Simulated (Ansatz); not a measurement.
# C2H8BSeZn (charge +1): what the fields show

The calculation's input:

```
crystal:
  periodic: [false, false, false]
  atoms:
    - {symbol: C, position_ang: [-0.706546, 0.067429, 1.190389]}
    - {symbol: C, position_ang: [-0.847313, 0.552931, -0.243617]}
    - {symbol: B, position_ang: [0.399764, 0.843003, -1.084333]}
    - {symbol: Se, position_ang: [2.176318, 0.936843, -0.120785]}
    - {symbol: Zn, position_ang: [2.183675, -1.290902, 0.873473]}
    - {symbol: H, position_ang: [-0.248215, -0.936965, 1.239147]}
    - {symbol: H, position_ang: [-0.124563, 0.761072, 1.812643]}
    - {symbol: H, position_ang: [-1.679662, -0.045318, 1.680375]}
    - {symbol: H, position_ang: [-1.499155, -0.107872, -0.839988]}
    - {symbol: H, position_ang: [-1.406905, 1.510314, -0.280445]}
    - {symbol: H, position_ang: [0.464263, 1.094879, -2.246341]}
    - {symbol: H, position_ang: [3.074565, 0.749121, -1.276125]}
    - {symbol: H, position_ang: [2.267995, -2.684977, 1.490157]}
basis:
  gaussian: {orbitals: def2-SVPD}
total_charge: 1
hamiltonian: {xc: pbe0}
output: {forces: true, orbitals: {seedname: orbitals}}
```

Command:

```sh
ansatz run input.yaml --threads 2 --pin off --max-ram 4350MiB --events-out events.jsonl --progress --plain --runs-dir runs
```

Geometry: PBE0-D3(BJ)/pcseg-1.

Theory: isolated molecule in a Gaussian basis; Kohn-Sham density functional theory, functional PBE0 in Ansatz.

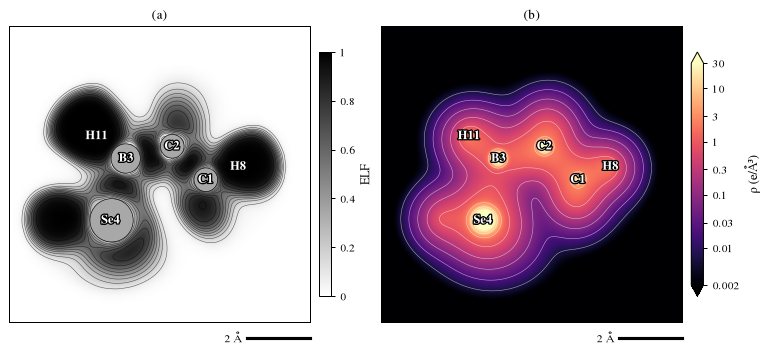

Figure 1. (a) ELF; (b) electron density on the plane of atoms C2, B3 and H11. Grey discs cover the atomic cores in the ELF map.

### What do the fields say about this system?

- The section cuts through C, B, Se and H sites.
- C–C (1.52 Å): ρ is about 1.6 e/Å³ halfway; the ELF peaks at about 0.95 between the atoms: localised, covalent bonding.
- C–B (1.53 Å): ρ is about 1.5 e/Å³ halfway; the ELF peaks at about 0.95 between the atoms, as expected for a covalent bond.
- B–Se (2.02 Å): the density is about 0.91 e/Å³ at the midpoint, with its minimum of 0.76 e/Å³ about 0.6 Å from B; the ELF peaks at about 0.90 between the atoms; localised, covalent bonding.
- C–H (1.10 Å): ρ is about 2 e/Å³ halfway; the ELF climbs to about 1 towards the hydrogen, as it does in any bond to H (an ordinary covalent bond to hydrogen).
- B–H (1.19 Å): ρ is about 1.3 e/Å³ halfway; the ELF climbs to about 1 towards the hydrogen: an ordinary covalent bond to hydrogen.

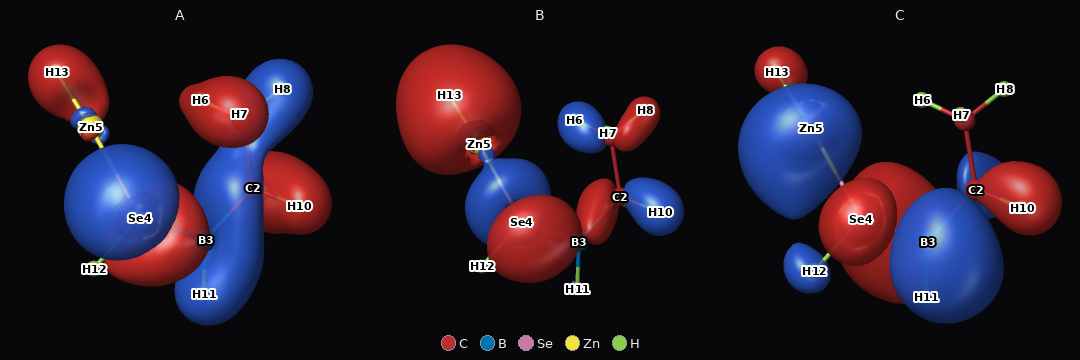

Figure 2. Three frontier orbitals at ±0.08 Å⁻³ᐟ² (blue and red are the two phases), in no order.

### Order the three orbitals by energy and name them.

A is the HOMO−1 (−13.75 eV). By Hirshfeld shares it lies mainly on Se4 (about 30 %), C2 (about 15 %), B3 (about 15 %), C1 (about 10 %) and H9 (about 5 %). B is the HOMO (−13.26 eV). It lies mainly on H13 (about 35 %), Zn5 (about 30 %) and Se4 (about 20 %). C is the LUMO (−6.55 eV). Its weight (Hirshfeld) is mainly on B3 (about 45 %), Se4 (about 15 %), Zn5 (about 15 %) and C2 (about 10 %).

### What is the HOMO–LUMO gap?

6.71 eV between the orbital energies.

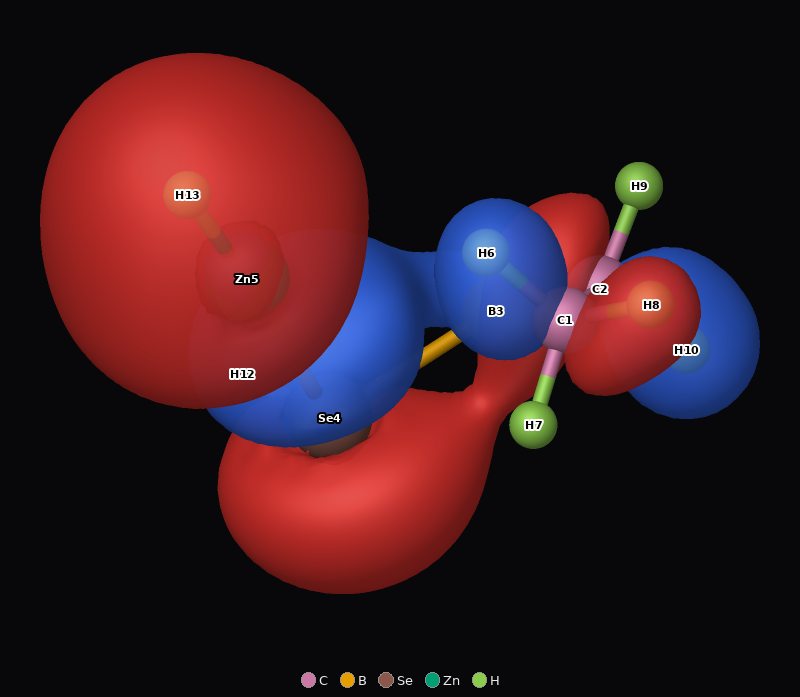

Figure 3. The HOMO at ±0.06 Å⁻³ᐟ² (blue and red are the two phases), seen from one side.

### Describe this orbital and give its energy.

By Hirshfeld shares it lies mainly on H13 (about 35 %), Zn5 (about 30 %) and Se4 (about 20 %). Its energy is −13.26 eV.
